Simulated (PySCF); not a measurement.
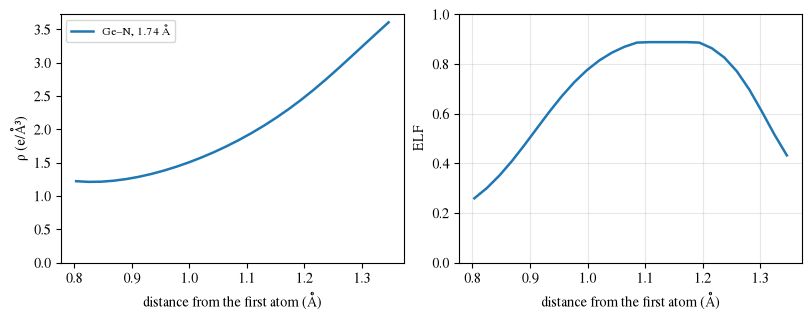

GeN (doublet). Total electron density and electron localisation function along straight lines between neighbouring atoms. The curves leave out the atomic cores.

Computed with PBE0/cc-pVTZ(-PP), non-relativistic Hamiltonian with scalar-relativistic core potentials where named, at a bond length of 1.737 Å (PySCF 2.14.0).

| atom | x (Å) | y (Å) | z (Å) |
| --- | --- | --- | --- |
| Ge | 0.0000 | 0.0000 | -0.2766 |
| N | 0.0000 | 0.0000 | 1.4604 |

What can be read from the curves?

Answer. Ge–N (1.74 Å): the density is about 1.2 e/Å³ at the midpoint; the ELF peaks at about 0.90 in the valence shell of N, 0.6 Å from its nucleus, and is about 0.40 at the midpoint.
